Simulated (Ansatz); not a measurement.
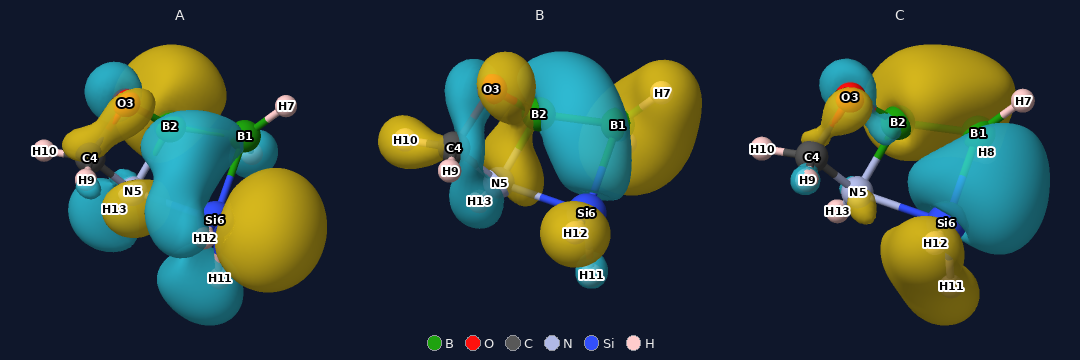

Figure. CH7B2NOSi. Three frontier orbitals at ±0.08 Å⁻³ᐟ² (yellow and cyan are the two phases), in no order.

All numbers below come from Ansatz, RKS B3LYP/def2-SVP.

```xyz
13

B    -0.2503   -1.0783   -1.5286
B     0.1223    0.4460   -0.9973
O     1.1248    1.3476   -0.6752
C     0.4766    1.7240    0.5358
N    -0.6688    0.8049    0.3694
Si   -0.5274   -1.1476    0.5014
H     0.5026   -1.8049   -2.1335
H    -1.4423   -1.1446   -1.8145
H     1.1002    1.5013    1.4161
H     0.1705    2.7831    0.5432
H    -1.8451   -1.4831    1.1237
H     0.5105   -1.2892    1.5733
H    -1.6036    1.2090    0.4159
```

Which picture is the HOMO−1, the HOMO and the LUMO?

Answer. B is the HOMO−1 (−7.71 eV). By Hirshfeld shares it lies mainly on B1 (about 30 %), B2 (about 20 %), H8 (about 15 %), O3 (about 10 %), N5 (about 10 %) and Si6 (about 5 %). C is the HOMO (−6.57 eV). Its weight (Hirshfeld) is mainly on B1 (about 30 %), Si6 (about 30 %) and B2 (about 20 %). A is the LUMO (−0.94 eV). By Hirshfeld shares it lies mainly on Si6 (about 35 %), B2 (about 25 %), B1 (about 10 %), N5 (about 5 %), O3 (about 5 %) and H11 (about 5 %).

What is the HOMO–LUMO gap?

Answer. 5.63 eV between the orbital energies.
